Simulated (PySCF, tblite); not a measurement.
# C5H10NSi radical: geometry, infrared bands and EPR parameters

Aim: predict the infrared bands and EPR parameters of C5H10NSi radical (`C=C1C[C](N[SiH3])C1`).

Computed with tblite 0.8.0 and PySCF 2.14.0, with density-fitted response routines of our own, on a single molecule in the gas phase. Atoms count from 0, in the outputs and in this text.

### Step 1. The molecule as given

17 atoms, charge 0, multiplicity 2; geometry from: force field or distance geometry start.

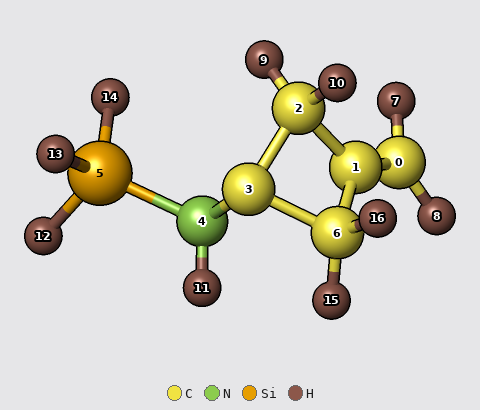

The starting geometry (carbon yellow, nitrogen green, silicon amber, hydrogen brown), atoms numbered.

### Step 2. Optimising the geometry with GFN2-xTB

The job: settings as JSON, then the geometry in Å.

```
{"job": {"kind": "relax", "xc": "GFN2-xTB", "basis": "xTB"}, "charge": 0, "multiplicity": 2}
C     -2.038200     1.270100     0.427200
C     -1.397600     0.256000    -0.132700
C     -0.460200     0.071200    -1.298900
C      0.211200    -0.961100    -0.423200
N      0.913000    -0.313400     0.707900
Si     2.554500     0.183200     0.292900
C     -1.211500    -1.208000     0.096000
H     -1.912900     2.241500    -0.044400
H     -2.674000     1.161300     1.309400
H      0.138300     0.952100    -1.550300
H     -1.046800    -0.379400    -2.151500
H      0.836500    -0.957600     1.509500
H      3.369600     0.162900     1.546300
H      3.238100    -0.725400    -0.647200
H      2.499300     1.579700    -0.170800
H     -1.192900    -1.560100     1.139000
H     -1.833400    -1.761100    -0.619500
```

The run is started by

```console
OMP_NUM_THREADS=1 python probes_run.py task.json out
```

This one command runs all jobs of the session in turn.

**Question.** This job is followed by: GFN2-xTB harmonic vibrations, gas phase; UKS B3LYP, pcH-1 on C H N Si, non-relativistic, mean-field spin-orbit, GIAO. Predict these results of the whole session: strongest single infrared mode (GFN2-xTB); zero-point energy (GFN2-xTB); g(iso) (B3LYP); ⟨S²⟩; largest a(iso) (averaged by class); potential on the surface of density 0.002 e/bohr³, 1st and 99th percentile.

The runs gave:

| quantity | value |
| --- | --- |
| strongest single infrared mode (GFN2-xTB) | 2158 cm⁻¹, 351 km/mol |
| zero-point energy (GFN2-xTB) | 81.2 kcal/mol |
| g(iso) (B3LYP) | 2.00281 |
| ⟨S²⟩ | 0.754 (exact 0.75) |
| largest a(iso) (averaged by class) | 13C on C3, 156.1 MHz |
| potential on the surface of density 0.002 e/bohr³, 1st and 99th percentile | -0.82 V and 1.63 V |

In words: Relaxing lowered the energy by 1.295 eV in 146 steps; the close pair that moved most is C3–N4, from 1.480 to 1.369 Å. No mode is imaginary among the 45: a minimum at this level. The strongest single mode, at 2158 cm⁻¹, moves mainly H14. GFN2-xTB is a fitted tight-binding method: band positions and strengths are rough. Its intensities can rank the bands wrongly. Most of the unpaired spin sits on C3 (0.77 e). The isotropic g lies 0.5 ppt above the free-electron value. The conformer search found further structures of the same energy, which may be mirror or relabelled copies of this one.
